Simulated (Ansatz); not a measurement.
# BCl2 (SMILES Cl[B]Cl), step by step

Aim: a point of an energy scan (UPBE-QIDH/6-31G*), then a point of an energy scan (UPBE-QIDH/6-31G*), then a point of an energy scan (UPBE-QIDH/6-31G*), then a point of an energy scan (UPBE-QIDH/6-31G*), then a point of an energy scan (UPBE-QIDH/6-31G*) of BCl2. 

The results are computed with Ansatz 0.2.0.

7 further runs of the same task are left out: 7 for a known fault of the program.

### 1 The system as given

The species is BCl2 (3 atoms), meant as a doublet with charge 0. As SMILES, `Cl[B]Cl`. The coordinates come from a PBE0-D4/def2-TZVP relaxation.

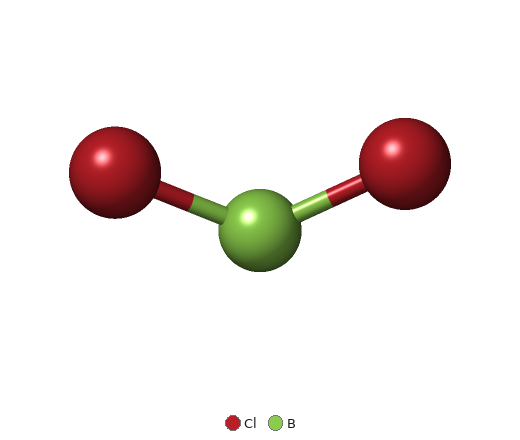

Viewed from a chosen angle; chlorine red, boron green.

### 2 A point of an energy scan at UPBE-QIDH/6-31G(d) (Cartesian functions, held atoms (2, 1), held distance 1.5476 angstrom) (run 1)

File molecule.yaml:

```yaml
crystal:
  periodic: [false, false, false]
  atoms:
    - {symbol: Cl, position_ang: [0.371500, -1.525600, 0.030000]}
    - {symbol: B, position_ang: [-0.463900, -0.050300, -0.256900]}
    - {symbol: Cl, position_ang: [0.081500, 1.511100, 0.213700]}
basis:
  gaussian: {orbitals: "6-31G*"}
total_charge: 0
magnetization: {spin_polarized: true, initial_magnetization: 1}
hamiltonian: {xc: {name: PBE-QIDH}}
relax: {max_steps: 60, constraints: [{distance: [1, 0], at: 1.5476}]}
```

Command:

```console
$ ansatz run molecule.yaml --threads 1 --pin off --max-ram 2610MiB --events-out events.jsonl --progress --plain --runs-dir runs
```

Log (excerpt; [...] marks lines left out):

```text
Warning: RAYON_NUM_THREADS=1 ignored (pool sized by the plan → 1); use --threads N
[...]
Functional definition: PBE-QIDH
  name "PBE-QIDH"
[...]
544 factors; integrals over basis functions are off by at most 1.2e-4 eV
[...]
mean field -25701.68327578 eV, -944.5194391583 hartree, gradient 3.2e-6 eV, S^2 0.753230; 0 other end points of the search recorded, 0 dependent functions left out
11 core orbitals not correlated: weight in the atoms' cores, before any rotation towards them, 1.000 or more for the frozen orbitals, at most 0.000 for the correlated occupied ones
reference -25701.68328250 eV, -944.5194394051 hartree; 9, 8 occupied and 33, 34 virtual orbitals, 544 factors
second order -9.89647033 eV of doubles, -0.00000000 eV of singles
[...]
relax step   1: F+E_penalty+E_count = -25704.98209922 eV  Δ(F+E_penalty+E_count) = +0.000e0 eV  max|allowed force component| = 6.812e-1 eV/Å  Δτ_max = 0.0000 Å  (36 SCF iters, accepted)
[...]
relax step   4: F+E_penalty+E_count = -25704.99435171 eV  Δ(F+E_penalty+E_count) = -5.479e-5 eV  max|allowed force component| = 1.162e-2 eV/Å  Δτ_max = 0.0012 Å  (31 SCF iters, accepted)
[...]
relax step   5: F+E_penalty+E_count = -25704.99436723 eV  Δ(F+E_penalty+E_count) = -1.552e-5 eV  max|allowed force component| = 1.277e-4 eV/Å  Δτ_max = 0.0011 Å  (31 SCF iters, accepted)
  distance B 1 - Cl 0 held at 1.547600 Å   reaction = -6.8772e0 eV/Å
544 factors; integrals over basis functions are off by at most 1.4e-4 eV
mean field -25701.69273182 eV, -944.5197866614 hartree, gradient 1.2e-6 eV, S^2 0.753199; 1 other end points of the search recorded, 0 dependent functions left out
11 core orbitals not correlated: weight in the atoms' cores, before any rotation towards them, 1.000 or more for the frozen orbitals, at most 0.000 for the correlated occupied ones
reference -25701.69273848 eV, -944.5197869062 hartree; 9, 8 occupied and 33, 34 virtual orbitals, 544 factors
second order -9.90490623 eV of doubles, -0.00000000 eV of singles
[...]
Total energy: -25704.99437389 eV, -944.6411197696 hartree
Atom 0 at     0.329607    -1.442137     0.016676 Å, force     3.330143    -5.908077     1.140623 eV/Å
Atom 1 at    -0.419802    -0.112640    -0.240012 Å, force    -3.330090     5.907950    -1.140609 eV/Å
Atom 2 at     0.079295     1.489976     0.210136 Å, force    -0.000053     0.000128    -0.000015 eV/Å
Dipole moment:     0.081943    -0.208127     0.021025 e Å
```

Run time: 44 s. Hardware: 1 thread of Arm Neoverse N1, shared host; peak memory 0.14 GiB.

### 3 A point of an energy scan at UPBE-QIDH/6-31G(d) (Cartesian functions, held atoms (2, 1), held distance 1.7195 angstrom) (run 2)

File input.yaml:

```yaml
crystal:
  periodic: [false, false, false]
  atoms:
    - {symbol: Cl, position_ang: [0.329607, -1.442137, 0.016676]}
    - {symbol: B, position_ang: [-0.419802, -0.112640, -0.240012]}
    - {symbol: Cl, position_ang: [0.079295, 1.489976, 0.210136]}
basis:
  gaussian:
    orbitals: "6-31G*"
relax:
  max_steps: 60
  constraints: [{distance: [1, 0], at: 1.7195}]
magnetization:
  spin_polarized: true
  initial_magnetization: 1
hamiltonian:
  xc: {name: PBE-QIDH}
```

Command:

```console
$ ansatz run input.yaml --threads 1 --pin off --max-ram 2610MiB --events-out events.jsonl --progress --plain --runs-dir runs
```

Log (excerpt; [...] marks lines left out):

```text
Warning: RAYON_NUM_THREADS=1 ignored (pool sized by the plan → 1); use --threads N
[...]
[... 2 set-up lines as earlier in the session ...]
[...]
542 factors; integrals over basis functions are off by at most 1.8e-4 eV
[...]
mean field -25702.20283918 eV, -944.5385327612 hartree, gradient 2.0e-6 eV, S^2 0.753256; 0 other end points of the search recorded, 0 dependent functions left out
11 core orbitals not correlated: weight in the atoms' cores, before any rotation towards them, 1.000 or more for the frozen orbitals, at most 0.000 for the correlated occupied ones
reference -25702.20284597 eV, -944.5385330106 hartree; 9, 8 occupied and 33, 34 virtual orbitals, 542 factors
second order -9.85731735 eV of doubles, -0.00000000 eV of singles
[...]
  distance B 1 - Cl 0 held at 1.719500 Å   reaction = -3.0376e-3 eV/Å
542 factors; integrals over basis functions are off by at most 1.5e-4 eV
mean field -25702.22043806 eV, -944.5391795081 hartree, gradient 2.4e-6 eV, S^2 0.753297; 1 other end points of the search recorded, 0 dependent functions left out
11 core orbitals not correlated: weight in the atoms' cores, before any rotation towards them, 1.000 or more for the frozen orbitals, at most 0.000 for the correlated occupied ones
reference -25702.22044489 eV, -944.5391797590 hartree; 9, 8 occupied and 33, 34 virtual orbitals, 542 factors
second order -9.84838030 eV of doubles, -0.00000000 eV of singles
[...]
Total energy: -25705.50323832 eV, -944.6598201925 hartree
Atom 0 at     0.372328    -1.523582     0.030674 Å, force     0.001561    -0.002715     0.000541 eV/Å
Atom 1 at    -0.466160    -0.050420    -0.258137 Å, force    -0.001736     0.002259    -0.000686 eV/Å
Atom 2 at     0.082933     1.509200     0.214263 Å, force     0.000175     0.000456     0.000146 eV/Å
Dipole moment:     0.011267     0.000569     0.006166 e Å
```

It took 44 s on 1 thread of Arm Neoverse N1, shared host; peak memory 0.14 GiB.

### 4 A point of an energy scan at UPBE-QIDH/6-31G(d) (Cartesian functions, held atoms (2, 1), held distance 1.9774 angstrom) (run 3)

File in.yaml:

```yaml
crystal:
  periodic: [false, false, false]
  atoms:
    - {symbol: Cl, position_ang: [0.372328, -1.523582, 0.030674]}
    - {symbol: B, position_ang: [-0.466160, -0.050420, -0.258137]}
    - {symbol: Cl, position_ang: [0.082933, 1.509200, 0.214263]}
basis:
  gaussian: {orbitals: "6-31G*"}
magnetization: {spin_polarized: true, initial_magnetization: 1}
hamiltonian: {xc: {name: PBE-QIDH}}
relax: {max_steps: 60, constraints: [{distance: [1, 0], at: 1.9774}]}
```

Command:

```console
$ ansatz run in.yaml --threads 1 --pin off --max-ram 2610MiB --events-out events.jsonl --progress --plain --runs-dir runs
```

Log (excerpt; [...] marks lines left out):

```text
Warning: RAYON_NUM_THREADS=1 ignored (pool sized by the plan → 1); use --threads N
[...]
[... 2 set-up lines as earlier in the session ...]
[...]
540 factors; integrals over basis functions are off by at most 2.2e-4 eV
[...]
mean field -25701.64030749 eV, -944.5178601029 hartree, gradient 3.2e-6 eV, S^2 0.754172; 0 other end points of the search recorded, 0 dependent functions left out
11 core orbitals not correlated: weight in the atoms' cores, before any rotation towards them, 1.000 or more for the frozen orbitals, at most 0.000 for the correlated occupied ones
reference -25701.64031466 eV, -944.5178603664 hartree; 9, 8 occupied and 33, 34 virtual orbitals, 540 factors
second order -9.83273086 eV of doubles, -0.00000000 eV of singles
[...]
relax step   1: F+E_penalty+E_count = -25704.91788445 eV  Δ(F+E_penalty+E_count) = +0.000e0 eV  max|allowed force component| = 1.410e0 eV/Å  Δτ_max = 0.0000 Å  (39 SCF iters, accepted)
[...]
  distance B 1 - Cl 0 held at 1.977400 Å   reaction = +3.4025e0 eV/Å
540 factors; integrals over basis functions are off by at most 1.9e-4 eV
[...]
mean field -25701.68102683 eV, -944.5193565109 hartree, gradient 3.7e-6 eV, S^2 0.754339; 1 other end points of the search recorded, 0 dependent functions left out
11 core orbitals not correlated: weight in the atoms' cores, before any rotation towards them, 1.000 or more for the frozen orbitals, at most 0.000 for the correlated occupied ones
reference -25701.68103404 eV, -944.5193567759 hartree; 9, 8 occupied and 33, 34 virtual orbitals, 540 factors
second order -9.82242709 eV of doubles, -0.00000000 eV of singles
[...]
Total energy: -25704.95517641 eV, -944.6396792885 hartree
Atom 0 at     0.434297    -1.651455     0.049887 Å, force    -1.658843     2.914137    -0.571413 eV/Å
Atom 1 at    -0.529723     0.042818    -0.282100 Å, force     1.658693    -2.916529     0.571063 eV/Å
Atom 2 at     0.084527     1.543836     0.219013 Å, force     0.000150     0.002393     0.000350 eV/Å
Dipole moment:    -0.097280     0.314579    -0.017386 e Å
```

It took 38 s on 1 thread of Arm Neoverse N1, shared host; peak memory 0.14 GiB.

### 5 A point of an energy scan at UPBE-QIDH/6-31G(d) (Cartesian functions, held atoms (2, 1), held distance 2.2354 angstrom) (run 4)

File in.yaml:

```yaml
crystal:
  periodic: [false, false, false]
  atoms:
    - symbol: Cl
      position_ang: [0.434297, -1.651455, 0.049887]
    - symbol: B
      position_ang: [-0.529723, 0.042818, -0.282100]
    - symbol: Cl
      position_ang: [0.084527, 1.543836, 0.219013]
basis:
  gaussian: {orbitals: "6-31G*"}
magnetization: {spin_polarized: true, initial_magnetization: 1}
hamiltonian: {xc: {name: PBE-QIDH}}
relax: {max_steps: 60, constraints: [{distance: [1, 0], at: 2.2354}]}
```

Command:

```console
$ ansatz run in.yaml --threads 1 --pin off --max-ram 2610MiB --events-out events.jsonl --progress --plain --runs-dir runs
```

Log (excerpt; [...] marks lines left out):

```text
Warning: RAYON_NUM_THREADS=1 ignored (pool sized by the plan → 1); use --threads N
[...]
[... 2 set-up lines as earlier in the session ...]
[...]
538 factors; integrals over basis functions are off by at most 2.2e-4 eV
[...]
mean field -25700.68636470 eV, -944.4828033517 hartree, gradient 6.7e-6 eV, S^2 0.761619; 0 other end points of the search recorded, 0 dependent functions left out
11 core orbitals not correlated: weight in the atoms' cores, before any rotation towards them, 1.000 or more for the frozen orbitals, at most 0.000 for the correlated occupied ones
reference -25700.68637220 eV, -944.4828036276 hartree; 9, 8 occupied and 33, 34 virtual orbitals, 538 factors
second order -9.83273927 eV of doubles, -0.00000000 eV of singles
[...]
relax step   1: F+E_penalty+E_count = -25703.96394445 eV  Δ(F+E_penalty+E_count) = +0.000e0 eV  max|allowed force component| = 1.446e0 eV/Å  Δτ_max = 0.0000 Å  (41 SCF iters, accepted)
[...]
  distance B 1 - Cl 0 held at 2.235400 Å   reaction = +3.7075e0 eV/Å
538 factors; integrals over basis functions are off by at most 1.8e-4 eV
[...]
mean field -25700.72916469 eV, -944.4843762223 hartree, gradient 8.2e-6 eV, S^2 0.762821; 1 other end points of the search recorded, 0 dependent functions left out
11 core orbitals not correlated: weight in the atoms' cores, before any rotation towards them, 1.000 or more for the frozen orbitals, at most 0.000 for the correlated occupied ones
reference -25700.72917222 eV, -944.4843764990 hartree; 9, 8 occupied and 33, 34 virtual orbitals, 538 factors
second order -9.82538496 eV of doubles, -0.00000000 eV of singles
[...]
Total energy: -25704.00430054 eV, -944.6047352449 hartree
Atom 0 at     0.492829    -1.789352     0.066114 Å, force    -1.783894     3.191619    -0.608003 eV/Å
Atom 1 at    -0.582980     0.135541    -0.300539 Å, force     1.782598    -3.194813     0.606943 eV/Å
Atom 2 at     0.079252     1.589009     0.221225 Å, force     0.001297     0.003194     0.001061 eV/Å
Dipole moment:    -0.197129     0.619687    -0.037226 e Å
```

It took 40 s on 1 thread of Arm Neoverse N1, shared host; peak memory 0.14 GiB.

### 6 A point of an energy scan at UPBE-QIDH/6-31G(d) (Cartesian functions, held atoms (2, 1), held distance 2.5793 angstrom) (run 5)

File input.yaml:

```yaml
crystal:
  periodic: [false, false, false]
  atoms:
    - {symbol: Cl, position_ang: [0.492829, -1.789352, 0.066114]}
    - {symbol: B, position_ang: [-0.582980, 0.135541, -0.300539]}
    - {symbol: Cl, position_ang: [0.079252, 1.589009, 0.221225]}
basis:
  gaussian:
    orbitals: "6-31G*"
magnetization:
  spin_polarized: true
  initial_magnetization: 1
hamiltonian:
  xc: {name: PBE-QIDH}
relax:
  max_steps: 60
  constraints: [{distance: [1, 0], at: 2.5793}]
```

Command:

```console
$ ansatz run input.yaml --threads 1 --pin off --max-ram 2610MiB --events-out events.jsonl --progress --plain --runs-dir runs
```

Log (excerpt; [...] marks lines left out):

```text
Warning: RAYON_NUM_THREADS=1 ignored (pool sized by the plan → 1); use --threads N
[...]
[... 2 set-up lines as earlier in the session ...]
[...]
538 factors; integrals over basis functions are off by at most 1.6e-4 eV
[...]
mean field -25699.54448533 eV, -944.4408400589 hartree, gradient 4.9e-6 eV, S^2 0.827996; 0 other end points of the search recorded, 0 dependent functions left out
11 core orbitals not correlated: weight in the atoms' cores, before any rotation towards them, 1.000 or more for the frozen orbitals, at most 0.000 for the correlated occupied ones
reference -25699.54449294 eV, -944.4408403385 hartree; 9, 8 occupied and 33, 34 virtual orbitals, 538 factors
second order -9.68904259 eV of doubles, -0.00000000 eV of singles
[...]
relax step   1: F+E_penalty+E_count = -25702.77416619 eV  Δ(F+E_penalty+E_count) = +0.000e0 eV  max|allowed force component| = 2.092e0 eV/Å  Δτ_max = 0.0000 Å  (45 SCF iters, accepted)
[...]
  distance B 1 - Cl 0 held at 2.579300 Å   reaction = +2.7265e0 eV/Å
538 factors; integrals over basis functions are off by at most 1.7e-4 eV
[...]
mean field -25699.65310489 eV, -944.4448317541 hartree, gradient 2.6e-6 eV, S^2 0.841548; 1 other end points of the search recorded, 0 dependent functions left out
11 core orbitals not correlated: weight in the atoms' cores, before any rotation towards them, 1.000 or more for the frozen orbitals, at most 0.000 for the correlated occupied ones
reference -25699.65311252 eV, -944.4448320344 hartree; 9, 8 occupied and 33, 34 virtual orbitals, 538 factors
second order -9.63287508 eV of doubles, -0.00000000 eV of singles
[...]
Total energy: -25702.86407088 eV, -944.5628325777 hartree
Atom 0 at     0.563563    -2.002962     0.080453 Å, force    -1.254409     2.389112    -0.411290 eV/Å
Atom 1 at    -0.624437     0.252949    -0.309817 Å, force     1.250817    -2.384236     0.409892 eV/Å
Atom 2 at     0.049974     1.685210     0.216164 Å, force     0.003591    -0.004876     0.001398 eV/Å
Dipole moment:    -0.269126     0.937312    -0.040577 e Å
```

Run time: 51 s. Hardware: 1 thread of Arm Neoverse N1, shared host; peak memory 0.14 GiB.

### 7 Outcome

| quantity | value |
| --- | --- |
| run 1, UPBE-QIDH/6-31G*: total energy | -944.64112 Eh |
| run 1, UPBE-QIDH/6-31G*: dipole moment (SCF part) | 1.08 D |
| run 1, UPBE-QIDH/6-31G*: ⟨S²⟩ | 0.753 |
| run 2, UPBE-QIDH/6-31G*: total energy | -944.65982 Eh |
| run 2, UPBE-QIDH/6-31G*: dipole moment (SCF part) | 0.06 D |
| run 3, UPBE-QIDH/6-31G*: total energy | -944.63968 Eh |
| run 3, UPBE-QIDH/6-31G*: dipole moment (SCF part) | 1.58 D |
| run 3, UPBE-QIDH/6-31G*: ⟨S²⟩ | 0.754 |
| run 4, UPBE-QIDH/6-31G*: total energy | -944.60474 Eh |
| run 4, UPBE-QIDH/6-31G*: dipole moment (SCF part) | 3.13 D |
| run 4, UPBE-QIDH/6-31G*: ⟨S²⟩ | 0.763 |
| run 5, UPBE-QIDH/6-31G*: total energy | -944.56283 Eh |
| run 5, UPBE-QIDH/6-31G*: dipole moment (SCF part) | 4.69 D |
| run 5, UPBE-QIDH/6-31G*: ⟨S²⟩ | 0.842 |

In words: Mulliken charges (run 1, UPBE-QIDH/6-31G*) run from -0.12 on Cl3 to +0.07 on B2; they depend strongly on the basis. Mulliken charges (run 2, UPBE-QIDH/6-31G*) run from -0.07 on Cl3 to +0.15 on B2. Mulliken charges (run 5, UPBE-QIDH/6-31G*) run from -0.34 on Cl1 to +0.28 on B2; they depend strongly on the basis.
